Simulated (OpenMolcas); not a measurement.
## Geometry relaxation, with input and output: BH2Br (part 2 of 4)

The same run, continued: BH2Br; CASSCF/ANO-S-VDZP (OpenMolcas 26.06). The geometry comes from this level: GFN2-xTB.

Geometry of the input (Å):
```
B  0.0910  0.1509  -0.0004
H  1.2598  0.1091  0.0153
H  -0.4901  1.1658  -0.0191
Br -0.8607  -1.4257  0.0043
```

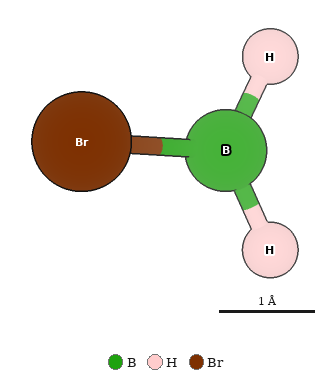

The structure as given in the input (ball-and-stick view, seen at a tilt).

### Output, continued
```
      LoProp population analysis for root number:  1
      -----------------------------------------------

++    LoProp analysis:
      ----------------

++    Static properties:
      ------------------

      LoProp Charges per center

                   B1       H2       H3       BR4
      Nuclear      5.0000   1.0000   1.0000  35.0000
      Electronic  -4.9449  -1.0225  -1.0224 -35.0102

      Total        0.0551  -0.0225  -0.0224  -0.0102
--

      Natural Bond Order analysis for root number:  1

++    Natural Bond Order analysis
      ---------------------------
      Based on LoProp computed density
      -------------------------------------------------------------------------------------
      Atom A       Atom B       Bond Order
        B1           H3             0.779
      -------------------------------------------------------------------------------------
      NBO located      1.558 electrons involved in    1 bonds.
      NBO located      0.994 non-bonded electrons on atom B1
      NBO located      0.974 non-bonded electrons on atom BR4
      NBO located      0.997 non-bonded electrons on atom BR4
      NBO located      0.999 non-bonded electrons on atom BR4
      NBO located      0.999 non-bonded electrons on atom BR4
      NBO located      1.000 non-bonded electrons on atom BR4
      NBO located      1.000 non-bonded electrons on atom BR4
      NBO located      1.000 non-bonded electrons on atom BR4
      NBO located      1.000 non-bonded electrons on atom BR4
      NBO located      1.000 non-bonded electrons on atom BR4
      NBO located      1.000 non-bonded electrons on atom BR4
      NBO located      1.000 non-bonded electrons on atom BR4
      NBO located      1.000 non-bonded electrons on atom BR4
      NBO located      1.000 non-bonded electrons on atom BR4
      NBO located      1.000 non-bonded electrons on atom BR4
      NBO located      1.000 non-bonded electrons on atom BR4
      The remaining    4.705 electrons are to be considered as diffuse
--

--

      Average orbitals are written to the RASORB file
      Natural orbitals for root   1 are written to the RASORB.1 file
      Spin density orbitals for root   1 are written to the SPDORB.1 file

--- Stop Module: rasscf /rc=_RC_ALL_IS_WELL_ ---
--- Module rasscf spent 3 seconds ---

--- Start Module: slapaf ---

                                              &SLAPAF

                       available to each process: 1.9 GB of memory, 1 thread

--- Stop Module: slapaf /rc=_RC_INVOKED_OTHER_MODULE_ ---

--- Start Module: alaska ---

                                              &ALASKA

                       available to each process: 1.9 GB of memory, 1 thread

                     Threshold for contributions to the gradient: 1.000E-07

                    ********************************************
                    * Symmetry Adapted Cartesian Displacements *
                    ********************************************

           Irreducible representation : a
           Basis function(s) of irrep: x, y, xy, Rz, z, xz, Ry, yz, Rx, I

 Basis Label        Type   Center Phase
   1   B1           x         1     1
   2   B1           y         1     1
   3   B1           z         1     1
   4   H2           x         2     1
   5   H2           y         2     1
   6   H2           z         2     1
   7   H3           x         3     1
   8   H3           y         3     1
   9   H3           z         3     1
  10   BR4          x         4     1
  11   BR4          y         4     1
  12   BR4          z         4     1

                     No automatic utilization of translational and rotational invariance of the energy is employed.

 RI-ERI gradients!

 **************************************************
 *              Molecular gradients               *
 **************************************************

  Irreducible representation: a
 ------------------------------------------------------------------------------------------
                              X                       Y                       Z
 ------------------------------------------------------------------------------------------
  B1               -1.91026055443100E-02   -3.15776549751181E-02    9.79470672283558E-05
  H2               -1.11735265375508E-02    1.94778624492686E-03   -1.69704359670848E-04
  H3                6.95063597439116E-03   -8.98665110135788E-03    1.86364975840500E-04
  BR4               2.33254961075069E-02    3.86165198315176E-02   -1.14607683398167E-04
 ------------------------------------------------------------------------------------------

--- Stop Module: alaska /rc=_RC_ALL_IS_WELL_ ---
--- Module alaska spent 1 second ---

--- Start Module: slapaf ---

                                              &SLAPAF

                       available to each process: 1.9 GB of memory, 1 thread

++       Slapaf input parameters:
         ------------------------

 Maximum number of iterations:                40
 Convergence test a la Schlegel.
 Convergence criterion on gradient/para.<=: 3.0E-04
 Convergence criterion on step/parameter<=: 3.0E-04
 Convergence criterion on energy change <=: 0.0E+00
 Parameters for step-restricted optimization
 Maximum step length (initial seed):       3.00E-01

 -RFO activated with parameters:
   Maximum number of data points used in RFO:      5
 Line search is performed

 -Optimization for minimum.
  Optimization method: RS-RFO.

 -Initial Hessian guessed by Hessian Model Function (HMF).
  HMF augmented with weak interactions.

 -Hessian update method: Broyden-Fletcher-Goldfarb-Shanno
  Maximum number of points in Hessian update:  5

 -Relaxation will be done on non-redundant internal coordinates, based on
  force constant weighted redundant internal coordinates.

--

 ******************************************
 * Statistics of the internal coordinates *
 ******************************************
 Translations and Rotations:         0
 Bonds                     :         3
 Angles                    :         3
 Torsions                  :         0
 Out-of-plane angles       :         3

**********************************************************************************************************************
*                                    Energy Statistics for Geometry Optimization                                     *
**********************************************************************************************************************
                       Energy     Grad      Grad              Step                 Estimated   Geom       Hessian
Iter      Energy       Change     Norm      Max    Element    Max     Element     Final Energy Update Update   Index
  1  -2598.32103571  0.00000000 0.060458  0.035140 nrc001   0.064965  nrc003    -2598.32298422 RS-RFO  None      0

       +----------------------------------+----------------------------------+
       +    Cartesian Displacements       +    Gradient in internals         +
       +  Value      Threshold Converged? +  Value      Threshold Converged? +
 +-----+----------------------------------+----------------------------------+
 + RMS + 3.8744E-02  1.2000E-03     No    + 2.4682E-02  3.0000E-04     No    +
 +-----+----------------------------------+----------------------------------+
 + Max + 5.1851E-02  1.8000E-03     No    + 3.5140E-02  4.5000E-04     No    +
 +-----+----------------------------------+----------------------------------+

 Convergence not reached yet!

*****************************************************************************************************************
*****************************************************************************************************************

++ Geometry section

********************************************************************************
  Geometrical information of the new structure
********************************************************************************

 *********************************************************
 * Nuclear coordinates for the next iteration / bohr     *
 *********************************************************
  ATOM              X               Y               Z
  B1               0.181658        0.301044       -0.000860
  H2               2.419111        0.202431        0.029398
  H3              -0.947378        2.235153       -0.036759
  BR4             -1.653391       -2.738629        0.008221

 *********************************************************
 * Nuclear coordinates for the next iteration / angstrom *
 *********************************************************
  ATOM              X               Y               Z
  B1               0.096129        0.159306       -0.000455
  H2               1.280138        0.107122        0.015557
  H3              -0.501331        1.182792       -0.019452
  BR4             -0.874937       -1.449220        0.004350

                    ***************************************
                    *    InterNuclear Distances / bohr    *
                    ***************************************

               1 B1            2 H2            3 H3            4 BR4
    1 B1       0.000000
    2 H2       2.239829        0.000000
    3 H3       2.239819        3.933139        0.000000
    4 BR4      3.550647        5.023500        5.023841        0.000000

                    *******************************************
                    *    InterNuclear Distances / angstrom    *
                    *******************************************

               1 B1            2 H2            3 H3            4 BR4
    1 B1       0.000000
    2 H2       1.185267        0.000000
    3 H3       1.185261        2.081327        0.000000
    4 BR4      1.878922        2.658322        2.658502        0.000000

                    **************************************
                    *    Valence Bond Angles / degree    *
                    **************************************
                          Atom centers                 Phi
                      2 H2       1 B1       3 H3       122.80
--
--- Stop Module: slapaf /rc=_RC_CONTINUE_LOOP_ ---

>>> END DO

--- Start Module: seward ---
--- Stop Module: seward /rc=_RC_ALL_IS_WELL_ ---

--- Start Module: rasscf ---
--- Stop Module: rasscf /rc=_RC_ALL_IS_WELL_ ---
--- Module rasscf spent 1 second ---

--- Start Module: slapaf ---
--- Stop Module: slapaf /rc=_RC_INVOKED_OTHER_MODULE_ ---

--- Start Module: alaska ---
--- Stop Module: alaska /rc=_RC_ALL_IS_WELL_ ---
--- Module alaska spent 1 second ---

--- Start Module: slapaf ---

**********************************************************************************************************************
*                                    Energy Statistics for Geometry Optimization                                     *
**********************************************************************************************************************
                       Energy     Grad      Grad              Step                 Estimated   Geom       Hessian
Iter      Energy       Change     Norm      Max    Element    Max     Element     Final Energy Update Update   Index
  1  -2598.32103571  0.00000000 0.060458  0.035140 nrc001   0.064965  nrc003    -2598.32298422 RS-RFO  None      0
  2  -2598.32399240 -0.00295669 0.037726  0.022901 nrc001   0.093547  nrc001    -2598.32550781 RS-RFO  BFGS      0

       +----------------------------------+----------------------------------+
       +    Cartesian Displacements       +    Gradient in internals         +
       +  Value      Threshold Converged? +  Value      Threshold Converged? +
 +-----+----------------------------------+----------------------------------+
 + RMS + 4.9387E-02  1.2000E-03     No    + 1.5402E-02  3.0000E-04     No    +
 +-----+----------------------------------+----------------------------------+
 + Max + 7.1362E-02  1.8000E-03     No    + 2.2901E-02  4.5000E-04     No    +
 +-----+----------------------------------+----------------------------------+

 Convergence not reached yet!

*****************************************************************************************************************
*****************************************************************************************************************

++ Geometry section

********************************************************************************
  Geometrical information of the new structure
********************************************************************************

 *********************************************************
 * Nuclear coordinates for the next iteration / bohr     *
 *********************************************************
  ATOM              X               Y               Z
  B1               0.201478        0.333745       -0.000960
  H2               2.458885        0.197847        0.029969
  H3              -0.970024        2.268089       -0.037413
  BR4             -1.690339       -2.799680        0.008403

 *********************************************************
 * Nuclear coordinates for the next iteration / angstrom *
 *********************************************************
  ATOM              X               Y               Z
  B1               0.106618        0.176610       -0.000508
  H2               1.301186        0.104696        0.015859
  H3              -0.513315        1.200221       -0.019798
  BR4             -0.894489       -1.481527        0.004447

--
--- Stop Module: slapaf /rc=_RC_CONTINUE_LOOP_ ---

>>> END DO

--- Start Module: seward ---
--- Stop Module: seward /rc=_RC_ALL_IS_WELL_ ---

--- Start Module: rasscf ---
--- Stop Module: rasscf /rc=_RC_ALL_IS_WELL_ ---
--- Module rasscf spent 1 second ---

--- Start Module: slapaf ---
--- Stop Module: slapaf /rc=_RC_INVOKED_OTHER_MODULE_ ---

--- Start Module: alaska ---
--- Stop Module: alaska /rc=_RC_ALL_IS_WELL_ ---
--- Module alaska spent 1 second ---

--- Start Module: slapaf ---

**********************************************************************************************************************
*                                    Energy Statistics for Geometry Optimization                                     *
**********************************************************************************************************************
                       Energy     Grad      Grad              Step                 Estimated   Geom       Hessian
Iter      Energy       Change     Norm      Max    Element    Max     Element     Final Energy Update Update   Index
  1  -2598.32103571  0.00000000 0.060458  0.035140 nrc001   0.064965  nrc003    -2598.32298422 RS-RFO  None      0
  2  -2598.32399240 -0.00295669 0.037726  0.022901 nrc001   0.093547  nrc001    -2598.32550781 RS-RFO  BFGS      0
  3  -2598.32561275 -0.00162035 0.010978  0.006156 nrc001   0.022557  nrc001    -2598.32568877 RS-RFO  BFGS      0
```
